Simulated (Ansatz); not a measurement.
```yaml
atoms:
  - { symbol: C, position_ang: [-0.2371, 1.2291, -0.0339] }
  - { symbol: C, position_ang: [0.0348, -0.0422, -0.0686] }
  - { symbol: Si, position_ang: [0.0659, -1.6997, 0.7270] }
  - { symbol: Cl, position_ang: [0.8311, -3.0803, -0.5305] }
  - { symbol: H, position_ang: [-0.6770, 1.7500, 0.8338] }
  - { symbol: H, position_ang: [-0.0177, 1.8432, -0.9278] }
```

Computed with RKS B3LYP-D4/def2-SVP (Ansatz 0.2.0).

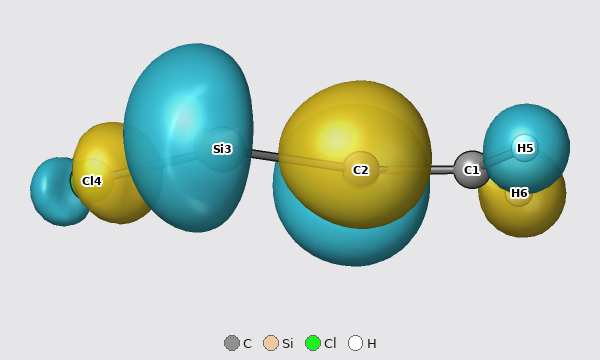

C2H2ClSi (SMILES C=C=[Si+]Cl) (charge +1). The LUMO at ±0.15 Å⁻³ᐟ² (yellow and cyan are the two phases), seen from one side.

Question: Describe this orbital and give its energy.

Answer: It lies mainly on C2 (about 45 %), Si3 (about 30 %), C1 (about 10 %) and Cl4 (about 10 %); it is symmetric in the molecular plane (an in-plane orbital: σ, lone-pair or in-plane π type). Its energy is −9.74 eV.
